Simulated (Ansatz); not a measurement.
**Run report: Si$_{4}$H$_{11}$OF, nudged elastic band (part 1 of 2)**

The run: nudged elastic band of Si$_{4}$H$_{11}$OF. Method and program: RKS PBE0-D4/def2-SVP (Ansatz 0.2.0).

Figures and captions count atoms from 1; the log counts them from 0 in places.

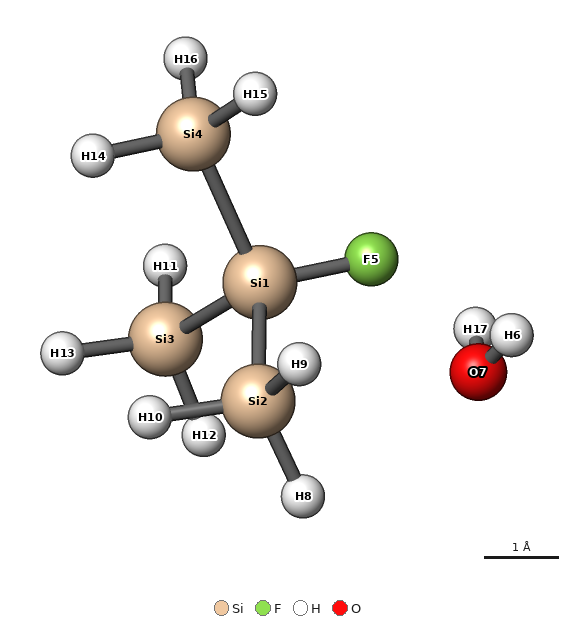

Figure 1. The input geometry (ball-and-stick view, seen at an oblique angle; atoms are numbered from 1 in the order of the input). Bond lengths as drawn: F–Si 1.64 Å, H–O 0.96 Å, H–Si 1.48 to 1.50 Å and Si–Si 2.34 to 2.35 Å.

**Summary**

```json
{"quantity": "outcome", "value": "converged"}
{"quantity": "barrier, forward", "value": "1.427 eV"}
{"quantity": "barrier, backward", "value": "2.014 eV"}
{"quantity": "dipole moment (one image of the band)", "value": "2.54 D"}
{"quantity": "hardware", "value": "4 CPU threads, shared host"}
{"quantity": "wall time", "value": "3.4 min (CPU time 5.9 min)"}
{"quantity": "peak memory", "value": "0.95 GiB"}
```

**Input file**
```yaml
crystal:
  periodic: [false, false, false]
  atoms:
    - {symbol: Si, position_ang: [-0.244032, 0.336620, -0.193691]}
    - {symbol: Si, position_ang: [1.275248, -1.368711, 0.330883]}
    - {symbol: Si, position_ang: [-0.545829, 0.426250, -2.517350]}
    - {symbol: Si, position_ang: [-2.295671, -0.102785, 0.853964]}
    - {symbol: F, position_ang: [0.265604, 1.808781, 0.304402]}
    - {symbol: H, position_ang: [2.481891, 0.998949, 2.700321]}
    - {symbol: O, position_ang: [2.559806, 0.982135, 1.743996]}
    - {symbol: H, position_ang: [2.623254, -1.144563, -0.242016]}
    - {symbol: H, position_ang: [1.331402, -1.677784, 1.780852]}
    - {symbol: H, position_ang: [0.667703, -2.550067, -0.356363]}
    - {symbol: H, position_ang: [-1.504009, 1.501969, -2.888536]}
    - {symbol: H, position_ang: [0.744034, 0.661847, -3.219373]}
    - {symbol: H, position_ang: [-1.100784, -0.885349, -2.949591]}
    - {symbol: H, position_ang: [-2.745242, -1.455092, 0.425032]}
    - {symbol: H, position_ang: [-2.144885, -0.092230, 2.334399]}
    - {symbol: H, position_ang: [-3.329741, 0.894855, 0.468501]}
    - {symbol: H, position_ang: [1.961151, 1.665374, 1.424571]}
basis:
  gaussian: {orbitals: def2-SVP}
hamiltonian: {xc: pbe0, dispersion: d4}
neb:
  images: 5
  climbing: true
  max_iterations: 40
  initial_path: idpp
  final_atoms:
    - {symbol: Si, position_ang: [-0.523049, 1.611387, 0.005289]}
    - {symbol: Si, position_ang: [1.257737, -2.328139, 0.127506]}
    - {symbol: Si, position_ang: [0.229533, 0.806639, -2.068825]}
    - {symbol: Si, position_ang: [-1.557282, 0.117273, 1.506589]}
    - {symbol: F, position_ang: [-1.666080, 2.703229, -0.311544]}
    - {symbol: H, position_ang: [1.913270, -1.125261, 0.698470]}
    - {symbol: O, position_ang: [0.771024, 2.356904, 0.688554]}
    - {symbol: H, position_ang: [2.114952, -2.909929, -0.935458]}
    - {symbol: H, position_ang: [1.030599, -3.330601, 1.198751]}
    - {symbol: H, position_ang: [-0.052258, -1.940725, -0.460594]}
    - {symbol: H, position_ang: [0.483011, 1.960413, -2.972903]}
    - {symbol: H, position_ang: [1.485299, 0.025601, -1.916590]}
    - {symbol: H, position_ang: [-0.810041, -0.066880, -2.675213]}
    - {symbol: H, position_ang: [-0.567211, -0.804590, 2.125918]}
    - {symbol: H, position_ang: [-2.199590, 0.905324, 2.596464]}
    - {symbol: H, position_ang: [-2.599375, -0.687076, 0.815823]}
    - {symbol: H, position_ang: [0.689362, 2.706631, 1.577766]}
```

Launched with:
```bash
ansatz run in.yaml --threads 4 --pin off --events-out ev --progress --plain --max-ram 41984MiB --backend cuda --devices 0, --max-vram 37GiB
```

**What the program printed**
```
Functional definition: PBE0
  name "PBE0"
  cite "Adamo & Barone, J. Chem. Phys. 110, 6158 (1999) doi:10.1063/1.478522"
  cite "Perdew, Burke & Ernzerhof, Phys. Rev. Lett. 77, 3865 (1996) doi:10.1103/PhysRevLett.77.3865"
  parent pbe
  parameter a = 0.25
  parameter kappa = 0.804
  parameter beta = 0.06672455060314922
  exchange = (1 - a)*pbe_x(kappa = kappa, mu = beta*pi^2/3) + a*exact_x
  correlation = pbe_c(beta = beta)
1586 factors; integrals over basis functions are off by at most 4.9e-4 eV
mean field evaluation 1: about -36418.4129 eV, gradient 5.0e1 eV
mean field evaluation 2: about -36414.0637 eV, gradient 7.1e1 eV
mean field evaluation 4: about -36422.7972 eV, gradient 2.0e0 eV
mean field evaluation 8: about -36422.8048 eV, gradient 2.2e-2 eV
mean field -36422.80477908 eV, -1338.5133873675 hartree, gradient 4.4e-5 eV, S^2 0.000000; 0 other end points of the search recorded, 0 dependent functions left out
the calculation of the forces begins
reference -36422.80481576 eV, -1338.5133887154 hartree; 42, 42 occupied and 113, 113 virtual orbitals, 1586 factors
1580 factors; integrals over basis functions are off by at most 7.3e-4 eV
mean field evaluation 16: about -36411.7671 eV, gradient 8.1e1 eV
mean field -36423.38706993 eV, -1338.5347861616 hartree, gradient 6.2e-5 eV, S^2 0.000000; 0 other end points of the search recorded, 0 dependent functions left out
[... from here on the field's lines of each further geometry are left out, up to the last ...]
WARN: NEB end point (image 0): max|allowed force component| = 7.222e-1 eV/Å (the criterion of neb.relax_end_points is 1.000e-2). That is over neb.f_tol: it is no minimum, so the barrier can be far off. Relax it first
WARN: NEB end point (image 6): max|allowed force component| = 7.920e-1 eV/Å (the criterion of neb.relax_end_points is 1.000e-2). That is over neb.f_tol: it is no minimum, so the barrier can be far off. Relax it first
NEB iter   1: max|band force component| = 5.541e0 eV/Å  barrier→ = 6.7167 eV  barrier← = 7.3036 eV  Δτ_max = 0.2000 Å  (193 SCF iters)
NEB iter   2: max|band force component| = 3.998e0 eV/Å  barrier→ = 4.8805 eV  barrier← = 5.4675 eV  Δτ_max = 0.2000 Å  (165 SCF iters)
NEB iter   3: max|band force component| = 2.381e1 eV/Å  barrier→ = 3.0943 eV  barrier← = 3.6812 eV  Δτ_max = 0.1032 Å  (149 SCF iters)
NEB iter   4: max|band force component| = 8.202e0 eV/Å  barrier→ = 2.2074 eV  barrier← = 2.7943 eV  Δτ_max = 0.2000 Å  (144 SCF iters)
NEB iter   5: max|band force component| = 3.814e0 eV/Å  barrier→ = 1.3619 eV  barrier← = 1.9488 eV  Δτ_max = 0.2000 Å  (138 SCF iters)
NEB iter   6: max|band force component| = 7.911e-1 eV/Å  barrier→ = 1.0897 eV  barrier← = 1.6766 eV  Δτ_max = 0.2000 Å  (133 SCF iters)
NEB iter   7: max|band force component| = 9.378e-1 eV/Å  barrier→ = 1.0532 eV  barrier← = 1.6401 eV  Δτ_max = 0.1031 Å  (132 SCF iters)
NEB iter   8: max|band force component| = 6.261e-1 eV/Å  barrier→ = 0.9447 eV  barrier← = 1.5316 eV  Δτ_max = 0.1010 Å  (127 SCF iters)
NEB iter   9: max|band force component| = 5.943e-1 eV/Å  barrier→ = 0.8563 eV  barrier← = 1.4432 eV  Δτ_max = 0.1007 Å  (128 SCF iters)
NEB iter  10: max|band force component| = 3.728e-1 eV/Å  barrier→ = 0.8201 eV  barrier← = 1.4070 eV  CI = image 2  Δτ_max = 0.2000 Å  (125 SCF iters)
NEB iter  11: max|band force component| = 6.605e-1 eV/Å  barrier→ = 1.0050 eV  barrier← = 1.5919 eV  CI = image 2  Δτ_max = 0.1991 Å  (129 SCF iters)
NEB iter  12: max|band force component| = 2.417e0 eV/Å  barrier→ = 1.3274 eV  barrier← = 1.9143 eV  CI = image 2  Δτ_max = 0.1012 Å  (128 SCF iters)
NEB iter  13: max|band force component| = 2.267e0 eV/Å  barrier→ = 1.3873 eV  barrier← = 1.9742 eV  CI = image 2  Δτ_max = 0.2000 Å  (125 SCF iters)
NEB iter  14: max|band force component| = 1.488e0 eV/Å  barrier→ = 1.6340 eV  barrier← = 2.2209 eV  CI = image 2  Δτ_max = 0.1988 Å  (129 SCF iters)
NEB iter  15: max|band force component| = 1.361e0 eV/Å  barrier→ = 1.6218 eV  barrier← = 2.2087 eV  CI = image 2  Δτ_max = 0.1190 Å  (127 SCF iters)
NEB iter  16: max|band force component| = 4.370e-1 eV/Å  barrier→ = 1.5478 eV  barrier← = 2.1347 eV  CI = image 2  Δτ_max = 0.1260 Å  (125 SCF iters)
NEB iter  17: max|band force component| = 4.007e-1 eV/Å  barrier→ = 1.5370 eV  barrier← = 2.1239 eV  CI = image 2  Δτ_max = 0.0618 Å  (128 SCF iters)
NEB iter  18: max|band force component| = 3.970e-1 eV/Å  barrier→ = 1.5241 eV  barrier← = 2.1110 eV  CI = image 2  Δτ_max = 0.0619 Å  (124 SCF iters)
NEB iter  19: max|band force component| = 3.126e-1 eV/Å  barrier→ = 1.5128 eV  barrier← = 2.0997 eV  CI = image 2  Δτ_max = 0.0622 Å  (124 SCF iters)
NEB iter  20: max|band force component| = 5.139e-1 eV/Å  barrier→ = 1.4888 eV  barrier← = 2.0757 eV  CI = image 2  Δτ_max = 0.0311 Å  (123 SCF iters)
NEB iter  21: max|band force component| = 4.921e-1 eV/Å  barrier→ = 1.4894 eV  barrier← = 2.0763 eV  CI = image 2  Δτ_max = 0.0620 Å  (118 SCF iters)
NEB iter  22: max|band force component| = 2.716e-1 eV/Å  barrier→ = 1.4809 eV  barrier← = 2.0678 eV  CI = image 2  Δτ_max = 0.0937 Å  (116 SCF iters)
NEB iter  23: max|band force component| = 2.530e-1 eV/Å  barrier→ = 1.4674 eV  barrier← = 2.0543 eV  CI = image 2  Δτ_max = 0.1230 Å  (123 SCF iters)
NEB iter  24: max|band force component| = 3.853e-1 eV/Å  barrier→ = 1.4577 eV  barrier← = 2.0446 eV  CI = image 2  Δτ_max = 0.0621 Å  (123 SCF iters)
NEB iter  25: max|band force component| = 1.915e-1 eV/Å  barrier→ = 1.4598 eV  barrier← = 2.0467 eV  CI = image 2  Δτ_max = 0.0881 Å  (123 SCF iters)
NEB iter  26: max|band force component| = 2.359e-1 eV/Å  barrier→ = 1.4504 eV  barrier← = 2.0373 eV  CI = image 2  Δτ_max = 0.0440 Å  (122 SCF iters)
NEB iter  27: max|band force component| = 1.382e-1 eV/Å  barrier→ = 1.4464 eV  barrier← = 2.0333 eV  CI = image 2  Δτ_max = 0.0699 Å  (124 SCF iters)
NEB iter  28: max|band force component| = 1.738e-1 eV/Å  barrier→ = 1.4393 eV  barrier← = 2.0262 eV  CI = image 2  Δτ_max = 0.0772 Å  (119 SCF iters)
NEB iter  29: max|band force component| = 1.774e-1 eV/Å  barrier→ = 1.4316 eV  barrier← = 2.0185 eV  CI = image 2  Δτ_max = 0.0759 Å  (118 SCF iters)
NEB iter  30: max|band force component| = 1.436e-1 eV/Å  barrier→ = 1.4284 eV  barrier← = 2.0153 eV  CI = image 2  Δτ_max = 0.0852 Å  (122 SCF iters)
NEB iter  31: max|band force component| = 9.740e-2 eV/Å  barrier→ = 1.4292 eV  barrier← = 2.0161 eV  CI = image 2  Δτ_max = 0.0750 Å  (127 SCF iters)
NEB iter  32: max|band force component| = 6.269e-2 eV/Å  barrier→ = 1.4285 eV  barrier← = 2.0154 eV  CI = image 2  Δτ_max = 0.0617 Å  (123 SCF iters)
NEB iter  33: max|band force component| = 6.610e-2 eV/Å  barrier→ = 1.4276 eV  barrier← = 2.0145 eV  CI = image 2  Δτ_max = 0.0310 Å  (126 SCF iters)
NEB iter  34: max|band force component| = 8.013e-2 eV/Å  barrier→ = 1.4274 eV  barrier← = 2.0143 eV  CI = image 2  Δτ_max = 0.0155 Å  (128 SCF iters)
the calculation of the forces begins
reference -36421.31827559 eV, -1338.4587593716 hartree; 42, 42 occupied and 113, 113 virtual orbitals, 1586 factors
these checks for a lower state are left out or cut short: stability, starts, cluster_reference, orbital_swaps, neighbouring_geometries, increment
1586 factors; integrals over basis functions are off by at most 7.4e-4 eV
mean field -36421.32358426 eV, -1338.4589544617 hartree, gradient 1.9e-6 eV, S^2 0.000000; 0 other end points of the search recorded, 0 dependent functions left out
the calculation of the forces begins
reference -36421.32361969 eV, -1338.4589557639 hartree; 42, 42 occupied and 113, 113 virtual orbitals, 1586 factors
NEB iter  35: max|band force component| = 2.814e-2 eV/Å  barrier→ = 1.4272 eV  barrier← = 2.0141 eV  CI = image 2  CI's point: of a kind that is not told: the force calls were inconclusive, a negative curvature could not be distinguished from the path's own, the only one lies far off the path, or fixed occupations may fill a level only in part  Δτ_max = 0.0000 Å  (2073 SCF iters)
```

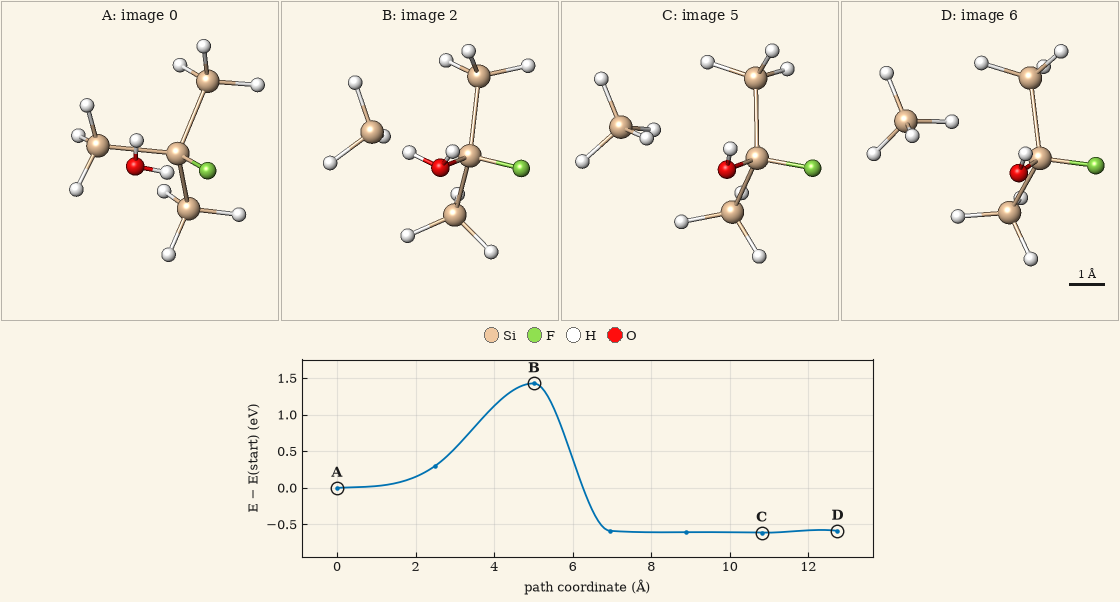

Figure 2. Images of the last band (counted from 0; ball-and-stick, seen at a tilt) above the energy along the path; the line is a cubic interpolation that uses the forces. The highest image is number 2, 1.427 eV above the start and 2.014 eV above the end (the climbing image); the end lies 0.587 eV below the start. The path is 12.74 Å long. The band converged in 35 iterations. The end points carry forces over 0.1 eV/Å, so they aren't fully relaxed minima and the barriers are approximate.
